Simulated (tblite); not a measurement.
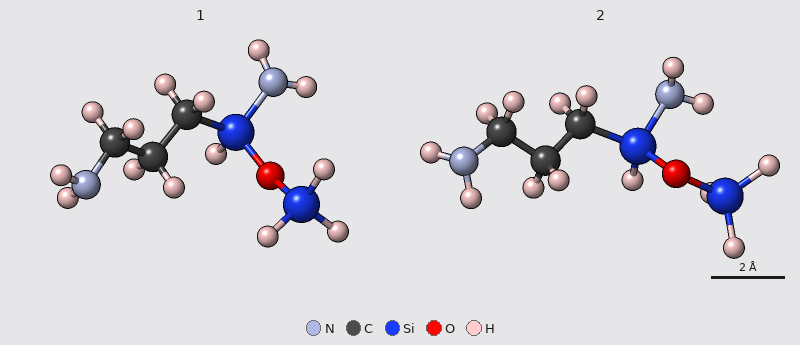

Two geometries of C₃H₁₄N₂OSi₂, drawn at one scale. One is the start of a relaxation, the other its converged end. The picture is a ball-and-stick view, seen at a tilt.

All numbers below come from GFN2-xTB geometry optimisation, gas phase (tblite). 

Which geometry has the lower energy?

Answer. Structure 1 is the relaxed one. Over 172 geometry steps the energy falls by 1.577 eV. The largest move after the best rigid fit is that of an H atom, 2.18 Å. By element the largest moves are H 2.18 Å, O 1.34 Å, Si 0.99 Å, N 0.88 Å, C 0.51 Å. Among the contacts that change: Si–Si 2.763 → 3.161 Å, O–Si 1.737 → 1.617 Å, O–Si 1.704 → 1.623 Å, N–Si 1.802 → 1.724 Å. Bond angles that change, for instance: Si–O–Si 106.8° → 154.6°, N–Si–H 105.0° → 117.2°, Si–N–H 109.6° → 119.3°. Groups turn about O–Si by about 145°, O–Si by about 140°, C–N by about 50°. Cost: 1.7 s on 1 thread of Arm Neoverse V1, on a shared host.
